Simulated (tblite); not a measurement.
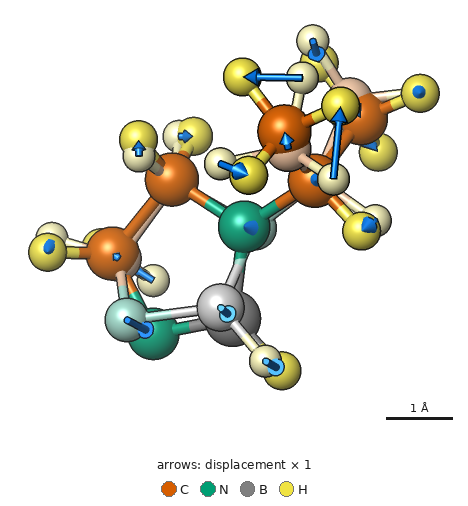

A relaxation of C5H12BN2 (multiplicity 2). The starting structure is drawn faded, the final one solid; blue arrows show the displacements, at their true length. The two geometries are superimposed by the best rigid fit.

Style: ball-and-stick. Shown from a free direction.

All numbers below come from tblite 0.8.0, GFN2-xTB geometry optimisation, gas phase. 

**What happened in the run?**

The atom that moves furthest after the best rigid fit is an H atom (1.13 Å). By element the largest moves are H 1.13 Å, N 0.88 Å, B 0.60 Å, C 0.32 Å. Among the contacts that change: B–N 1.521 → 1.407 Å, B–N 1.508 → 1.424 Å, C–H 1.126 → 1.087 Å, C–N 1.438 → 1.408 Å. Bond angles that change, for instance: C–N–B 113.4° → 128.6°, B–N–C 101.0° → 110.9°, N–C–C 100.6° → 108.1°. Groups turn about C–C by about 55°, C–C by about 25°. Over 127 geometry steps the energy falls by 1.532 eV.
